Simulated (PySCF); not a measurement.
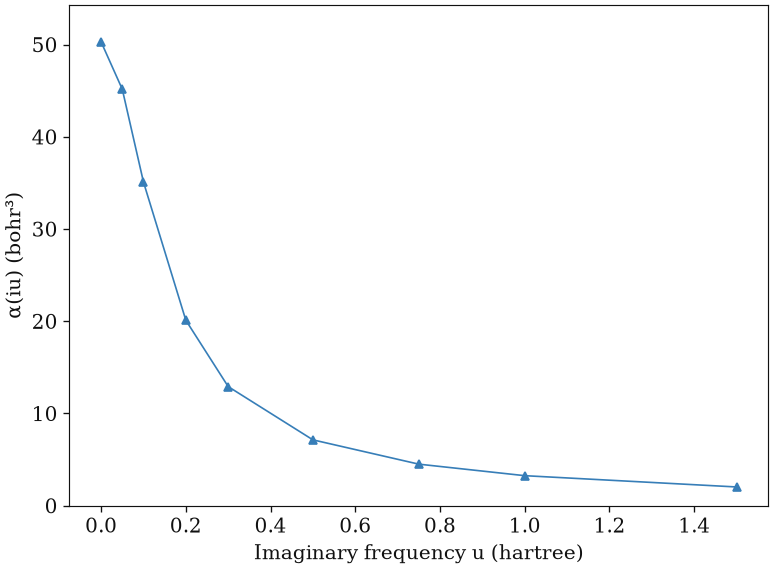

Dipole polarisability at imaginary frequency of an atom or ion with 29 electrons in the configuration [Ar] 3d¹⁰ 4s. Coupled response at the BHandHLYP level; PySCF, def2-QZVPPD, non-relativistic, unrestricted single determinants, no spin-orbit coupling.

Which species is it, and what does the curve give?

Cu I (neutral copper). The static dipole polarisability is 50.3 bohr³ (the recommended value is 46.5); α(iu) falls to half of it near u = 0.16 hartree. The Casimir–Polder integral gives C₆ = 321 hartree bohr⁶ for two such species.
